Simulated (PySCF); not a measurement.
# H2PrS2 (Pr(SH)2+): the cost of one run

Computed with PySCF 2.14.0. Level: PBE0, Pr lcecp-1-SVP with ECP48, S def2-SVP, H def2-SVP; scalar-relativistic core potentials, no spin–orbit coupling.

1 further run of the same task is left out (for a known fault of the program).

## (1) Starting geometry

5 atoms, charge 1, spin multiplicity 1.

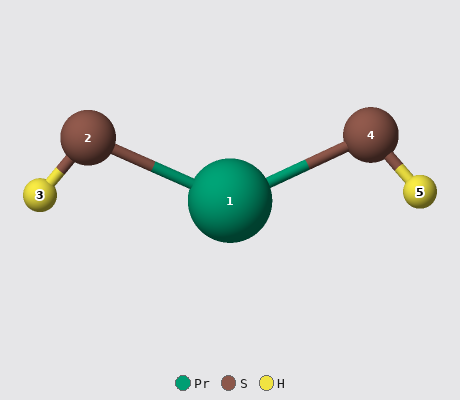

The starting geometry (praseodymium teal, sulfur brown, hydrogen yellow); atoms are numbered from 1 in the order of the file.

As a file:

| atom | x (Å) | y (Å) | z (Å) |
| --- | --- | --- | --- |
| Pr1 | 0.0000 | 0.0000 | 0.0000 |
| S2 | 2.5450 | 0.0000 | 1.1390 |
| H3 | 3.3592 | -0.3365 | 0.1276 |
| S4 | -2.5450 | 0.0000 | 1.1390 |
| H5 | -3.3592 | 0.3365 | 0.1276 |

Formal oxidation states: Pr +3. Each metal's 2 4f electrons lie in its core potential, so multiplicities, spins and levels count the valence alone.

## (2) SCF at the start, singlet

run.py (the lines that set the calculation) reads:

```python
mol = gto.M(atom='''
Pr     0.00000     0.00000     0.00000
S      2.54500     0.00000     1.13900
H      3.35920    -0.33650     0.12760
S     -2.54500     0.00000     1.13900
H     -3.35920     0.33650     0.12760''',
    basis={'Pr': 'lcecp-1-SVP', 'S': 'def2-SVP', 'H': 'def2-SVP'},
    ecp={'Pr': 'lcecp-1-SVP'},
    charge=1, spin=0)
mf = dft.RKS(mol, xc='PBE0')
mf.grids.atom_grid = (50, 194)  # f atoms: unpruned, at least (60, 302)
mf = mf.density_fit()  # fitting sets: Pr AutoAux, S def2-universal-JKFIT, H def2-universal-JKFIT
mf.conv_tol = 1e-08; mf.max_cycle = 55
mf.kernel(dm0)  # dm0: free metal ions and neutral atoms
```

Launch:

```console
$ OMP_NUM_THREADS=2 python run.py
```

**Question.** How long does this run take on 2 threads of Arm Neoverse V1, shared host, and how much memory does it need?

About 2.5 s, with a peak of 0.41 GiB.
